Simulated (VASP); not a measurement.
Band structure of Y3TlC (space group Pm-3m). Method: LDA (Ceperley-Alder, Perdew-Zunger), VASP's LDA PAW potentials (set 64) (plane waves; VASP).

Unless said otherwise, spin-orbit coupling is left out, though it shifts the bands of the heavy elements here.

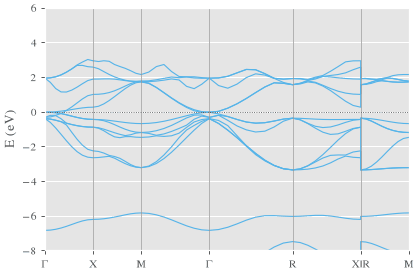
*Bands along high-symmetry lines, zero at the valence-band maximum or, without a gap, the Fermi level*

### Question
Read the plot: is there a gap, and where are the band edges?

### Answer
It has no gap at this level: it comes out as a metal or semimetal.

The structure comes from a computed database's Y3TlC entry (Pm-3m); how it stands against other phases isn't given here. The cell was not relaxed at this level.
